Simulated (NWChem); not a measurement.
**One shape, several levels: C2H3O (acetyl radical)**

Aim: a comparison of 5 runs (UB3LYP/def2-TZVP, UBHLYP/def2-TZVP, UM06-2X/def2-TZVP, UM06-L/def2-TZVP, UPBE0/def2-TZVP) of C2H3O (acetyl radical). 

The calculation is run with NWChem 7.3.0.

**1. The structure to begin with**

C2H3O: 6 atoms, total charge 0, spin state doublet. As SMILES, `C[C]=O`. The shape is that of a PBE0-D4/def2-TZVP optimisation.

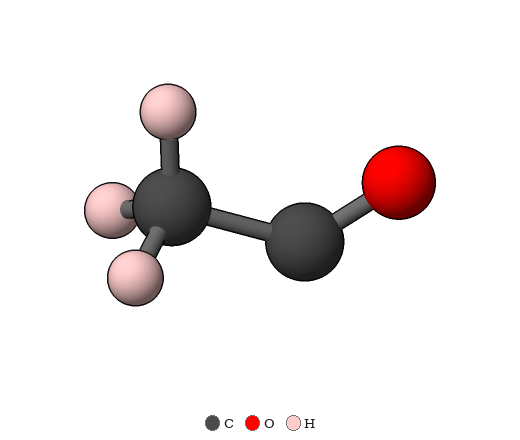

Viewed from a chosen angle; carbon dark grey, oxygen red, hydrogen pink.

**2. Energy and gradient at UB3LYP/def2-TZVP (run 1)**

File c2h3o.nw:

```
start c2h3o
memory stack 880 mb heap 220 mb global 1100 mb

geometry noautosym nocenter noautoz
 C    -0.150600    0.360900   -0.246200
 C    -0.095300   -0.937800    0.496900
 O     0.811800   -1.439800    1.050900
 H    -0.929700    0.983800    0.196900
 H     0.814100    0.875700   -0.222400
 H    -0.450200    0.157100   -1.276100
end

basis spherical bse
 * library def2-TZVP
end

dft
 xc b3lyp
 mult 2
 grid fine
 convergence energy 1e-08
 iterations 100
 mulliken
end

task dft gradient
```

The run is started by

```
nwchem c2h3o.nw > c2h3o.out
```

The program printed:

```text
[...]
          Wavefunction type:  spin polarized.
          No. of atoms     :     6
          No. of electrons :    23
[...]
          Charge           :     0
          Spin multiplicity:     2
[...]
          AO basis - number of functions:   111
[...]
              XC Information
              --------------
                         B3LYP Method XC Potential
                     Hartree-Fock (Exact) Exchange  0.200
                        Slater Exchange Functional  0.800 local
                    Becke 1988 Exchange Functional  0.720 non-local
              Lee-Yang-Parr Correlation Functional  0.810
                  VWN I RPA Correlation Functional  0.190 local
[...]
 d= 0,ls=0.0,diis     1   -153.1612657675 -2.16D+02  6.17D-03  2.07D-01     3.9
[...]
 d= 0,ls=0.0,diis    12   -153.2483090197 -1.24D-09  3.53D-07  1.62D-10    42.1
[...]
         Total DFT energy =     -153.248309019705
      One electron energy =     -332.426982966815
           Coulomb energy =      136.430131077174
    Exchange-Corr. energy =      -20.507284413326
 Nuclear repulsion energy =       63.255827283261
[...]
      Total Density - Mulliken Population Analysis
     ---------------------------------------------
    Atom       Charge   Shell Charges
 -----------   ------   -------------------------------------------------------
    1 C    6     6.23   0.85  1.12  0.52  0.65  0.05  1.35  1.23  0.40  0.02  0.02  0.00
    2 C    6     5.98   0.86  1.11  0.58  0.62  0.29  1.21  0.96  0.20  0.04  0.10  0.02
    3 O    8     8.16   0.79  1.18  0.62  0.89  0.32  1.89  1.73  0.71  0.00  0.03  0.00
    4 H    1     0.87   0.27  0.47  0.10  0.02
    5 H    1     0.89   0.27  0.47  0.12  0.02
    6 H    1     0.87   0.27  0.47  0.10  0.02
[...]
      <S2> =      0.7529 (Exact =     0.7500)
[...]
  wavefunction    = open shell
                         DFT ENERGY GRADIENTS
    atom               coordinates                        gradient
                 x          y          z           x          y          z
   1 C      -0.284593   0.682002  -0.465251    0.000493  -0.003284   0.002041
   2 C      -0.180091  -1.772185   0.939005    0.004464   0.001466   0.000565
   3 O       1.534080  -2.720827   1.985913   -0.004486   0.002251  -0.002650
   4 H      -1.756878   1.859112   0.372087   -0.000424   0.000023   0.000219
   5 H       1.538426   1.654833  -0.420275    0.000177  -0.000169   0.000143
   6 H      -0.850755   0.296876  -2.411479   -0.000223  -0.000288  -0.000319
[...]
```

It took 53 s on 1 thread of Intel Xeon Platinum 8259CL at 2.50GHz (Skylake/Cascade Lake), shared host; peak memory 0.13 GiB.

**3. Energy and gradient at UBHLYP/def2-TZVP (run 2)**

File mymol.nw:

```
start mymol
title "C2H3O gradient"
memory 2200 mb

geometry noautosym nocenter noautoz
 C    -0.150600    0.360900   -0.246200
 C    -0.095300   -0.937800    0.496900
 O     0.811800   -1.439800    1.050900
 H    -0.929700    0.983800    0.196900
 H     0.814100    0.875700   -0.222400
 H    -0.450200    0.157100   -1.276100
end

basis spherical bse
 * library def2-TZVP
end

dft
 xc bhlyp
 mult 2
 grid fine
 convergence energy 1e-08
 maxiter 100
 mulliken
end

task dft gradient
```

The run is started by

```
nwchem mymol.nw > mymol.out
```

The program printed:

```text
[...]
          Wavefunction type:  spin polarized.
          No. of atoms     :     6
          No. of electrons :    23
[...]
          Charge           :     0
          Spin multiplicity:     2
[...]
          AO basis - number of functions:   111
[...]
              XC Information
              --------------
                        BHLYP Method XC Functional
                     Hartree-Fock (Exact) Exchange  0.500
                        Slater Exchange Functional  0.500 local
                    Becke 1988 Exchange Functional  0.500 non-local
              Lee-Yang-Parr Correlation Functional  1.000
[...]
 d= 0,ls=0.0,diis     1   -153.0784272077 -2.16D+02  4.97D-03  1.61D-01     4.0
[...]
 d= 0,ls=0.0,diis    13   -153.1563977233 -1.66D-09  1.06D-07  3.95D-11    45.2
[...]
         Total DFT energy =     -153.156397723302
      One electron energy =     -332.395186858204
           Coulomb energy =      136.411148702741
    Exchange-Corr. energy =      -20.428186851101
 Nuclear repulsion energy =       63.255827283261
[...]
      Total Density - Mulliken Population Analysis
     ---------------------------------------------
    Atom       Charge   Shell Charges
 -----------   ------   -------------------------------------------------------
    1 C    6     6.25   0.85  1.12  0.51  0.66  0.05  1.32  1.30  0.39  0.02  0.03  0.00
    2 C    6     5.92   0.86  1.12  0.57  0.62  0.26  1.17  0.98  0.19  0.04  0.10  0.02
    3 O    8     8.23   0.79  1.18  0.61  0.91  0.32  1.87  1.80  0.71  0.00  0.03  0.00
    4 H    1     0.86   0.27  0.47  0.10  0.02
    5 H    1     0.88   0.27  0.47  0.11  0.02
    6 H    1     0.86   0.27  0.47  0.10  0.02
[...]
      <S2> =      0.7553 (Exact =     0.7500)
[...]
  wavefunction    = open shell
                         DFT ENERGY GRADIENTS
    atom               coordinates                        gradient
                 x          y          z           x          y          z
   1 C      -0.284593   0.682002  -0.465251    0.001201  -0.004353   0.002909
   2 C      -0.180091  -1.772185   0.939005   -0.016506   0.008314  -0.009597
   3 O       1.534080  -2.720827   1.985913    0.016288  -0.009119   0.009972
   4 H      -1.756878   1.859112   0.372087   -0.004286   0.003093   0.001996
   5 H       1.538426   1.654833  -0.420275    0.005204   0.003044  -0.000039
   6 H      -0.850755   0.296876  -2.411479   -0.001900  -0.000978  -0.005241
[...]
```

Run time: 56 s. Hardware: 1 thread of Intel Xeon Platinum 8259CL at 2.50GHz (Skylake/Cascade Lake), shared host; peak memory 0.13 GiB.

Run 3 isn't shown in full; the table further down has it.

**4. Energy and gradient at UM06-L/def2-TZVP (run 4)**

File c2h3o.nw:

```
start c2h3o
title "C2H3O"
memory 2200 mb

geometry units angstroms noautosym nocenter noautoz
  C     -0.150600     0.360900    -0.246200
  C     -0.095300    -0.937800     0.496900
  O      0.811800    -1.439800     1.050900
  H     -0.929700     0.983800     0.196900
  H      0.814100     0.875700    -0.222400
  H     -0.450200     0.157100    -1.276100
end

basis "ao basis" spherical bse
  C library def2-TZVP
  O library def2-TZVP
  H library def2-TZVP
end

dft
  xc m06-l
  mult 2
  grid fine
  convergence energy 1e-08
  maxiter 100
  mulliken
end

task dft gradient
```

The run is started by

```
nwchem c2h3o.nw > c2h3o.out
```

The program printed:

```text
[...]
          Wavefunction type:  spin polarized.
          No. of atoms     :     6
          No. of electrons :    23
[...]
          Charge           :     0
          Spin multiplicity:     2
[...]
          AO basis - number of functions:   111
[...]
              XC Information
              --------------
                        M06-L Method XC Functional
                         M06-L Exchange Functional  1.000
                       M06-L Correlation Potential  1.000
[...]
 d= 0,ls=0.0,diis     1   -153.1404609865 -2.16D+02  6.70D-03  1.73D-01     4.7
[...]
 d= 0,ls=0.0,diis    14   -153.2200009218 -5.98D-09  6.42D-07  1.26D-09    60.0
[...]
         Total DFT energy =     -153.220000921783
      One electron energy =     -332.513621577823
           Coulomb energy =      136.546354059767
    Exchange-Corr. energy =      -20.508560686989
 Nuclear repulsion energy =       63.255827283261
[...]
      Total Density - Mulliken Population Analysis
     ---------------------------------------------
    Atom       Charge   Shell Charges
 -----------   ------   -------------------------------------------------------
    1 C    6     6.05   0.85  1.12  0.52  0.65  0.10  1.32  1.14  0.34  0.01 -0.00  0.00
    2 C    6     5.79   0.86  1.11  0.57  0.58  0.24  1.18  0.98  0.13  0.04  0.08  0.02
    3 O    8     8.36   0.79  1.18  0.62  0.96  0.42  1.85  1.83  0.66  0.00  0.03  0.00
    4 H    1     0.93   0.27  0.57  0.06  0.03
    5 H    1     0.95   0.27  0.57  0.07  0.03
    6 H    1     0.93   0.27  0.57  0.06  0.03
[...]
      <S2> =      0.7538 (Exact =     0.7500)
[...]
  wavefunction    = open shell
                         DFT ENERGY GRADIENTS
    atom               coordinates                        gradient
                 x          y          z           x          y          z
   1 C      -0.284593   0.682002  -0.465251   -0.000203   0.001111  -0.000628
   2 C      -0.180091  -1.772185   0.939005    0.007432  -0.003395   0.004205
   3 O       1.534080  -2.720827   1.985913   -0.006718   0.003373  -0.003952
   4 H      -1.756878   1.859112   0.372087   -0.001700   0.000633   0.001425
   5 H       1.538426   1.654833  -0.420275    0.001800  -0.000502   0.000861
   6 H      -0.850755   0.296876  -2.411479   -0.000610  -0.001220  -0.001911
[...]
```

It took 76 s on 1 thread of Intel Xeon Platinum 8259CL at 2.50GHz (Skylake/Cascade Lake), shared host; peak memory 0.13 GiB.

**5. Energy and gradient at UPBE0/def2-TZVP (run 5)**

File struct.nw:

```
start struct
title "C2H3O"
memory total 2200 mb
charge 0

geometry noautosym nocenter noautoz
   C       -0.150600       0.360900      -0.246200
   C       -0.095300      -0.937800       0.496900
   O        0.811800      -1.439800       1.050900
   H       -0.929700       0.983800       0.196900
   H        0.814100       0.875700      -0.222400
   H       -0.450200       0.157100      -1.276100
end

basis spherical bse
   * library def2-TZVP
end

dft
   xc pbe0
   mult 2
   grid fine
   convergence energy 1e-08
   iterations 100
   mulliken
end

task dft gradient
```

The run is started by

```
nwchem struct.nw > struct.out
```

The program printed:

```text
[...]
          Wavefunction type:  spin polarized.
          No. of atoms     :     6
          No. of electrons :    23
[...]
          Charge           :     0
          Spin multiplicity:     2
[...]
          AO basis - number of functions:   111
[...]
              XC Information
              --------------
                         PBE0 Method XC Functional
                     Hartree-Fock (Exact) Exchange  0.250
          PerdewBurkeErnzerhof Exchange Functional  0.750
            Perdew 1991 LDA Correlation Functional  1.000 local
           PerdewBurkeErnz. Correlation Functional  1.000 non-local
[...]
 d= 0,ls=0.0,diis     1   -152.9841210794 -2.16D+02  5.69D-03  1.83D-01     4.0
[...]
 d= 0,ls=0.0,diis    12   -153.0655437923 -3.64D-09  9.42D-07  9.40D-10    42.1
[...]
         Total DFT energy =     -153.065543792344
      One electron energy =     -332.408484903462
           Coulomb energy =      136.406414052738
    Exchange-Corr. energy =      -20.319300224882
 Nuclear repulsion energy =       63.255827283261
[...]
      Total Density - Mulliken Population Analysis
     ---------------------------------------------
    Atom       Charge   Shell Charges
 -----------   ------   -------------------------------------------------------
    1 C    6     6.26   0.85  1.12  0.51  0.68 -0.01  1.33  1.35  0.39  0.01  0.03  0.00
    2 C    6     5.98   0.86  1.11  0.57  0.64  0.27  1.18  1.00  0.20  0.04  0.10  0.02
    3 O    8     8.17   0.79  1.18  0.61  0.92  0.30  1.87  1.78  0.69  0.00  0.03  0.00
    4 H    1     0.85   0.27  0.46  0.10  0.02
    5 H    1     0.87   0.27  0.46  0.12  0.02
    6 H    1     0.85   0.27  0.46  0.10  0.02
[...]
      <S2> =      0.7534 (Exact =     0.7500)
[...]
  wavefunction    = open shell
                         DFT ENERGY GRADIENTS
    atom               coordinates                        gradient
                 x          y          z           x          y          z
   1 C      -0.284593   0.682002  -0.465251   -0.000009   0.000069  -0.000009
   2 C      -0.180091  -1.772185   0.939005   -0.000072  -0.000067   0.000064
   3 O       1.534080  -2.720827   1.985913    0.000080  -0.000032   0.000003
   4 H      -1.756878   1.859112   0.372087    0.000024   0.000003  -0.000057
   5 H       1.538426   1.654833  -0.420275   -0.000042  -0.000012  -0.000009
   6 H      -0.850755   0.296876  -2.411479    0.000019   0.000039   0.000007
[...]
```

Wall time 53 s (1 thread of Intel Xeon Platinum 8259CL at 2.50GHz (Skylake/Cascade Lake), shared host); peak memory 0.13 GiB.

**6. Overview of the runs**

| run | level | energy (Eh) | dipole moment (D) | HOMO energy (eV) | LUMO energy (eV) | wall time |
| --- | --- | --- | --- | --- | --- | --- |
| 1 | UB3LYP/def2-TZVP | -153.248309 | 2.56 | -5.50 | -1.90 | 53 s |
| 2 | UBHLYP/def2-TZVP | -153.156398 | 2.73 | -7.25 | -0.41 | 56 s |
| 3 | UM06-2X/def2-TZVP | -153.171266 | 2.62 | -6.97 | -0.78 | 72 s |
| 4 | UM06-L/def2-TZVP | -153.220001 | 2.42 | -4.27 | -2.31 | 76 s |
| 5 | UPBE0/def2-TZVP | -153.065544 | 2.58 | -5.75 | -1.43 | 53 s |

**7. Results**

```
                                 quantity          value
                      run 5: total energy  -153.06554 Eh
                     run 5: dipole moment         2.58 D
run 5: HOMO energy (highest over α and β)       -5.75 eV
 run 5: LUMO energy (lowest over α and β)       -1.43 eV
                              run 5: ⟨S²⟩          0.753
          run 5: largest force on an atom     0.006 eV/Å
```

**Reading.** The dipole moment (its size) runs from 2.42 D (UM06-L/def2-TZVP) to 2.73 D (UBHLYP/def2-TZVP). Totals of different functionals can't be ranked against each other. All runs together took 5.2 min, the longest 76 s.
